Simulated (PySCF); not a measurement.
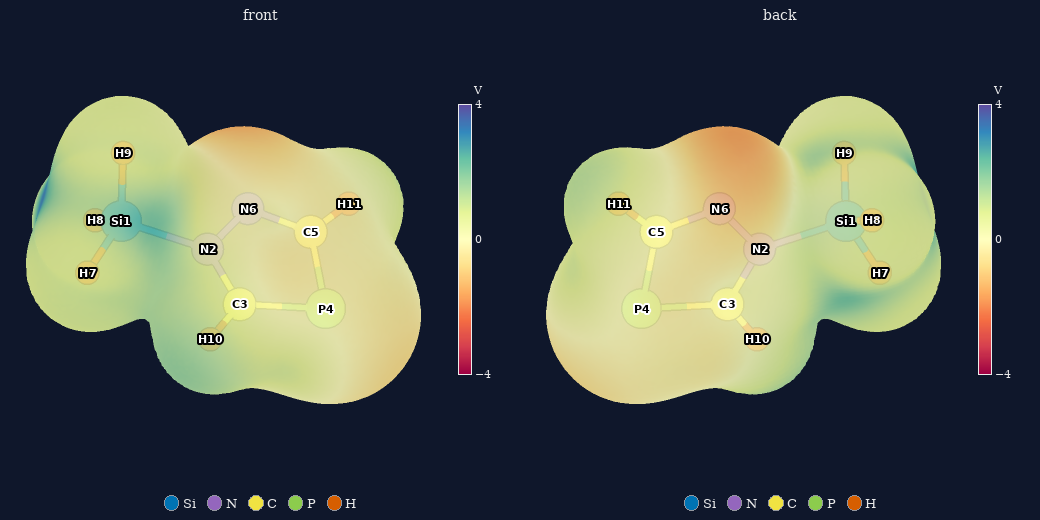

The picture shows: C₂H₅N₂PSi. The molecular electrostatic potential painted on the density surface at 0.004 e/bohr³, seen from the front and from behind; red is negative and blue positive.

Geometry: GFN2-xTB.

These are results of wB97X-D/def2-SVPD, SCF density, gas phase (PySCF 2.14.0), not measurements.

```xyz
11

Si   -1.8059    0.1021    0.0146
N    -0.0510   -0.0713    0.0249
C     0.7406   -1.1045    0.3790
P     2.4135   -0.7649    0.2040
C     1.8881    0.8247   -0.3595
N     0.6013    1.0109   -0.3895
H    -2.2998   -1.1870    0.4955
H    -2.1802    0.3756   -1.3674
H    -2.1126    1.2021    0.9208
H     0.2775   -2.0118    0.7225
H     2.5340    1.6269   -0.6710
```

Q: Which sites attract a positive test charge, and which a negative one?

A: A positive charge is drawn to the negative regions and a negative charge to the positive ones. The most negative region (about −1.7 V, or −39 kcal/mol for a unit charge) lies over N6, the most positive (about +3.0 V, or +69 kcal/mol for a unit charge) over Si1. N6 is the likeliest acceptor of a hydrogen bond.

Q: How polar is the molecule by this calculation?

A: Its dipole moment is 2.39 D.
